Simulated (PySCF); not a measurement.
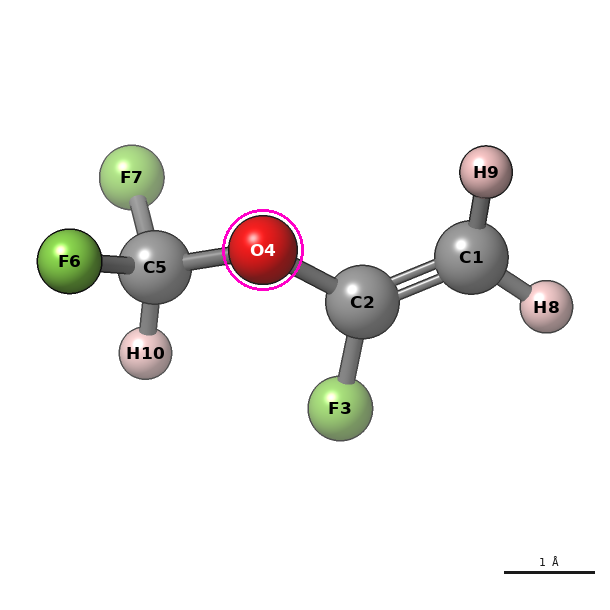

Orthographic view. Depth is shown by fading: the farther an atom, the more it takes the colour of the background. The computed structure is the end point of a GFN2-xTB optimisation. No frequency run is at hand to confirm it as a minimum.

Which atoms are bonded to the circled atom?

Answer. The circled atom is O4; it is bonded to C2, C5.

Which two atoms are farthest apart in space?

Answer. F6 and H8, 5.47 Å.

What is the shortest path along bonds from the circled atom to H9?

Answer. O4–C2–C1–H9, 3 bonds; through space the two are 2.64 Å apart.
